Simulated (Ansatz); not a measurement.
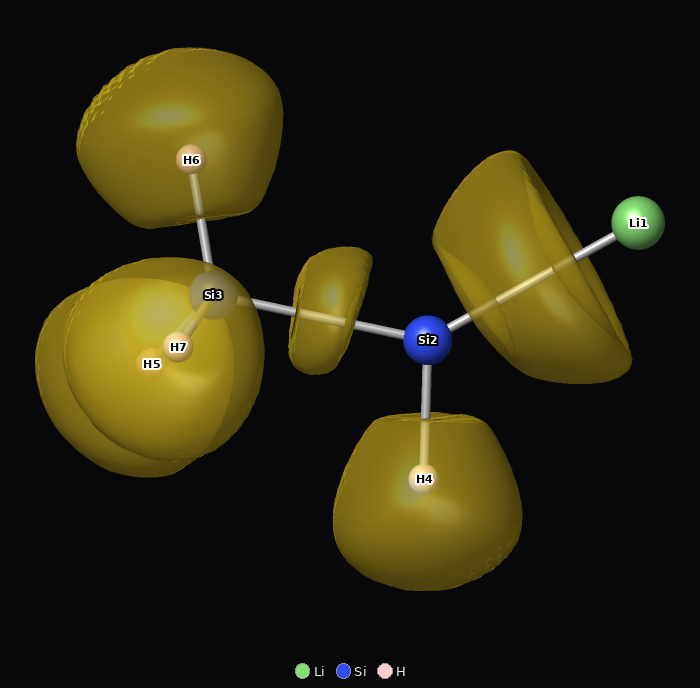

Figure. H4LiSi2 (SMILES [Li][SiH+][SiH3]) (charge +1). Isosurface of the electron localisation function at 0.85 (yellow), seen across its widest extent. Core shells and regions of very low density are left out.

Geometry: BLYP-D3(BJ)/def2-SVP.

Theory: isolated molecule in a Gaussian basis; Kohn-Sham density functional theory, functional PBE0 (Ansatz 0.2.0).

The calculation's input:

```
crystal:
  periodic: [false, false, false]
  atoms:
    - {symbol: Li, position_ang: [-3.008596, -2.312846, 0.313145]}
    - {symbol: Si, position_ang: [-1.796604, -0.567424, -1.222411]}
    - {symbol: Si, position_ang: [-0.061363, 1.059013, -1.058412]}
    - {symbol: H, position_ang: [-2.236151, -0.354515, -2.658740]}
    - {symbol: H, position_ang: [0.833161, 0.907704, -2.249927]}
    - {symbol: H, position_ang: [0.671957, 0.935726, 0.236328]}
    - {symbol: H, position_ang: [-0.836470, 2.346615, -1.131000]}
basis:
  gaussian:
    orbitals: def2-TZVPD
total_charge: 1
hamiltonian:
  xc: pbe0
output:
  forces: true
  orbitals: {seedname: orbitals}
```

Run with:

```sh
ansatz run input.yaml --threads 1 --pin off --max-ram 2610MiB --events-out events.jsonl --progress --plain --runs-dir runs
```

Describe the localisation domains.

Answer. The surface consists of one region between bonded Si–Si atoms (shared pairs), four regions around hydrogen nuclei and one lobe of the valence shell of Si pointing towards Li (polar bonds). Profiles from the grid: Si–Si (2.38 Å): the ELF peaks at about 1 between the atoms; a shared electron pair. Li–Si (2.62 Å): the ELF peaks at about 1 in the valence shell of Si, 1.2 Å from its nucleus, and is about 1 at the midpoint.
